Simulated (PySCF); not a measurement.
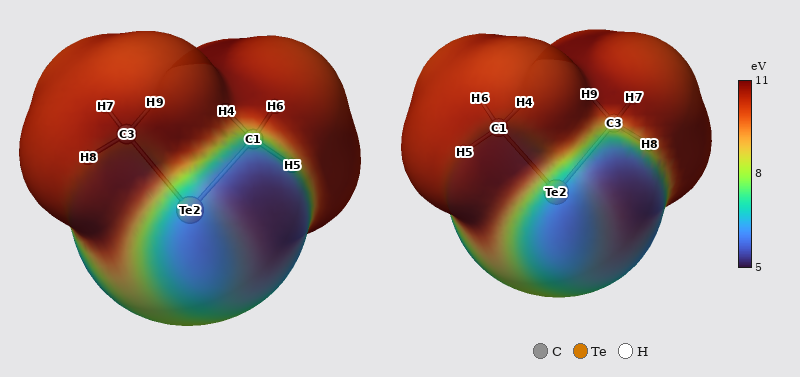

Figure 1: C₂H₆Te, SMILES `C[Te]C`. Average local ionisation energy on the surface of electron density 0.001 a.u. (back view left, front view right).

Method: LDA (SVWN)/def2-TZVP; geometry: GFN2-xTB; program: PySCF. Core potentials replace the inner electrons of Te; spin–orbit coupling isn't included. No frequency check shows the geometry to be a minimum. GFN2-xTB bond lengths at metals and heavier atoms can be off by up to 0.1 Å and shapes distorted, which carries into these values.

Input

```python
import numpy as np
from pyscf import gto, scf, dft
from pyscf.scf import atom_ks, atom_hf
from scipy.linalg import block_diag

def solve(mol, dm0=None, hcore=None):
    mf = (dft.UKS if mol.spin else dft.RKS)(mol, xc='svwn')
    mf.grids.level = 3
    mf = mf.density_fit(auxbasis='def2-universal-jkfit')
    mf.conv_tol, mf.max_cycle = 1e-8, 80
    if hcore is not None:
        mf.get_hcore = lambda *args: hcore
    mf.kernel(dm0)
    if not mf.converged:
        mf = mf.newton().run(mf.mo_coeff, mf.mo_occ, max_cycle=30)
    assert mf.converged, 'SCF not converged'
    return mf

mol = gto.M(atom='''
C      1.56078    -1.08910     0.00006
Te     0.00002     0.40518     0.00000
C     -1.56086    -1.08902    -0.00005
H      1.48349    -1.70885     0.88429
H      2.51628    -0.58286    -0.00023
H      1.48342    -1.70897    -0.88417
H     -1.48379    -1.70866     0.88419
H     -2.51632    -0.58272     0.00023
H     -1.48360    -1.70878    -0.88427
''', basis='def2-tzvp', ecp={'Te': 'def2-tzvp'}, charge=0, spin=0, verbose=4)
mf = solve(mol)
mf.analyze()
# spherically averaged free atoms, for the promolecule
atom_ks.AtomSphAverageRKS.init_guess_by_vsap = lambda self, mol=None: self.init_guess_by_minao(mol)  # core potentials
atm = atom_ks.get_atm_nrks(mol, xc='svwn')
pro = block_diag(*[(atm[a[0]][2] * atm[a[0]][3]) @ atm[a[0]][2].T for a in mol._atom])
np.savez('result.npz', e=mf.e_tot, c=mf.mo_coeff, occ=mf.mo_occ, eps=mf.mo_energy, pro=pro, dip=mf.dip_moment(verbose=0), s2=mf.spin_square()[0])
```

Command:

```sh
OMP_NUM_THREADS=1 python input.py
```

The run took 8.6 s on 1 thread of Intel(R) Xeon(R) 6975P-C (Granite Rapids), on a shared host, peak memory 0.33 GiB.

Partitions, critical points and surface values were worked out afterwards from this run's density.

Question: Where are the most loosely bound electrons on this surface?

Answer: The lowest value is 5.2 eV, 2.6 Å from Te2, and at like points elsewhere. Further minima include 10.0 eV, 1.4 Å from H7, and at like points elsewhere. For comparison, the highest occupied orbital lies at −4.8 eV.

Question: What volume does the surface enclose, and what is the dipole moment?

Answer: About 114 Å³; the dipole moment is 1.3 D.
